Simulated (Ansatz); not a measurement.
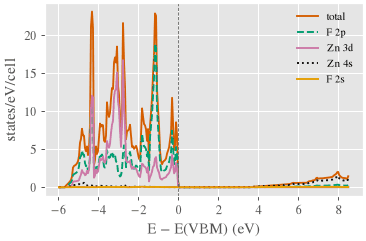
*Total and projected density of states of ZnF2 (rutile, space group No. 136), PBE (plane waves, PAW; program Ansatz)*

Question: Which orbitals carry the states next to the gap?

Answer: Top 1 eV of the valence band: F 2p 64 %, Zn 3d 35 %. Bottom 1 eV of the conduction band: Zn 4s 76 %, F 2s 16 %, F 2p 7 %. Projections are on Löwdin-orthogonalised atomic valence shells; empty p or d shells of many metals are not among them.

Question: Where is the tallest occupied peak in this window, and what makes it?

Answer: Near -4.3 eV, about 23 states/eV per cell; the largest projected share is Zn 3d.

Space group P4_2/mnm (rutile). Symmetry was held in the PBE relaxation.

Potentials: the later of the program's two PAW sets.
